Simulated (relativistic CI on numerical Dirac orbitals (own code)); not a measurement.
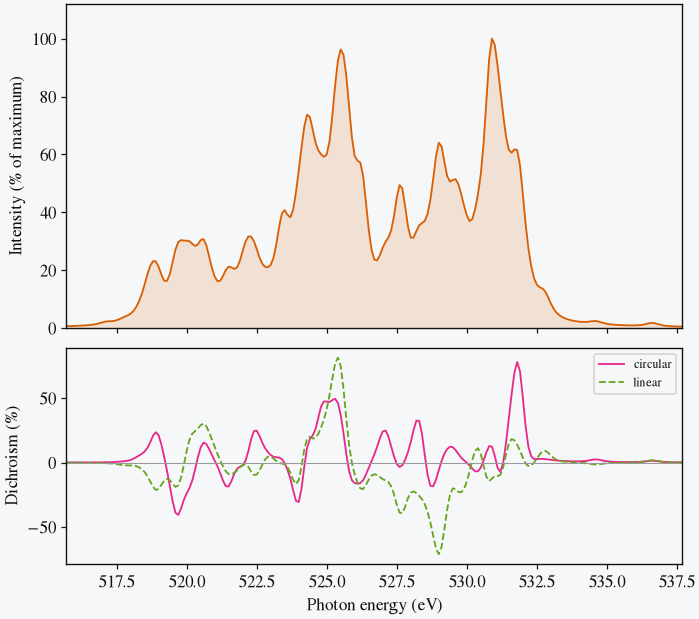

Computed core-level spectrum (absorption) of an ion of charge +4 in a field of Oh symmetry with 10Dq = 28,150 cm⁻¹. Multiplet model: relativistic Dirac–Coulomb–Breit theory, one configuration a step, Slater integrals scaled by 0.8, 300 K, Voigt broadening (Lorentzian 0.4 eV, Gaussian 0.3 eV full widths), computed with a radial Dirac CI code. Dichroism is for the ground state at zero temperature, magnetised by an exchange field of 10 meV on Sz (linear: z less the mean of x and y).

Identify the element and the shell or line.

L₂,₃ X-ray absorption of V⁴⁺, initial configuration [Ar] 3d. The main maxima lie at 518.8 eV (23), 519.8 eV (30), 520.6 eV (31), 522.3 eV (32), 523.5 eV (41), 524.3 eV (74), 525.5 eV (96), 527.6 eV (49), 529.0 eV (64), 529.6 eV (51), 530.9 eV (100) and 531.7 eV (62), heights in % of the largest; the centroid is at 526.6 eV. The ground state has S = 0.50. The circular dichroism (Δm = −1 less Δm = +1) is largest at 531.8 eV, 78 % of the isotropic maximum. The magnetised ground state has ⟨Lz⟩ = 1.00 and ⟨Sz⟩ = −0.50.

Limits of the model: free-ion energies, so absolute edge positions are off by a few eV from solids.
